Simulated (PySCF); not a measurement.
Vertical excitations of a molecule C₄H₃BrClF from TDDFT-CAM-B3LYP/def2-SVPD (PySCF 2.14.0), as energy in eV (oscillator strength): 5.24 (0.000), 5.40 (0.593), 6.11 (0.063), 6.13 (0.000), 6.41 (0.000), 6.47 (0.002), 6.74 (0.000), 6.87 (0.014), 7.11 (0.006), 7.50 (0.022). Lowest triplet (TDA): 3.03 eV. Geometry optimised at B3LYP-D3(BJ)/def2-SVP. One conformer was computed; it need not be the lowest.

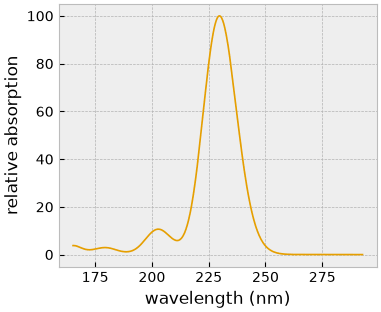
Figure. The lines broadened by 0.4 eV.

Task: Which molecule gave these data?
(A) C=C(F)/C(Br)=C/Cl
(B) C=C=C(F)[C@@H](Cl)Br
(C) C=C(Br)/C=C(\F)Cl
(D) F/C=C(Cl)\C=C/Br

Result: A, C=C(F)/C(Br)=C/Cl
